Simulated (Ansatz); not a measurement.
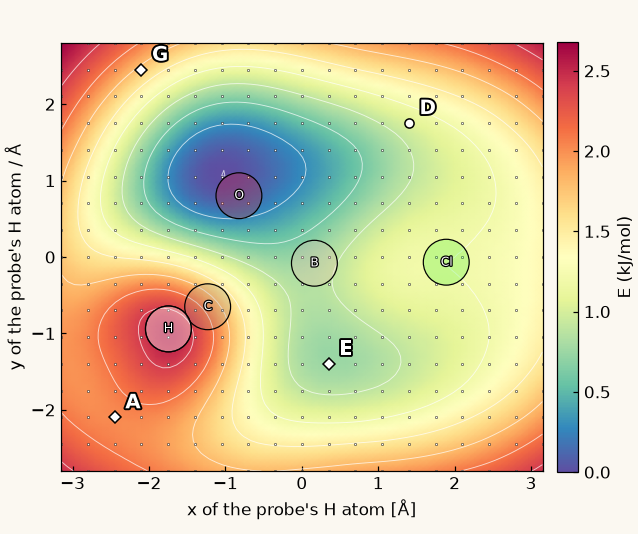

CH₂BClO (SMILES ClB1CO1) with the probe H2. The probe is moved over a plane parallel to the molecule's main plane, 3.02 Å above it. First axis: x of the probe's H atom. Second axis: y of the probe's H atom. Nothing is relaxed (molecule and probe rigid, the probe upright with H nearest the plane). The scan uses a 19 × 17 grid. Points are written as (first, second). Energies: kJ/mol, counted from the lowest grid point. Computed with RKS PBE0-D4/def2-SVPD (Ansatz).

Drawn: a smooth colour map with a few white contour lines, dots at the grid points, labelled circles for the molecule's atoms, projected on the plane, lettered points. Between grid points the surface is interpolated.

Question: What kind of point is each of A, D, E, G: minimum, saddle, maximum or slope?

Answer: A: saddle point; D: on a slope; E: minimum; G: on a slope. (In these two coordinates alone; a stationary point may lie a little off the grid point.)

Question: Rank the lettered points by energy, lowest first.

Answer: E (0.75 kJ/mol), D (1.04 kJ/mol), G (1.73 kJ/mol), A (2.02 kJ/mol).
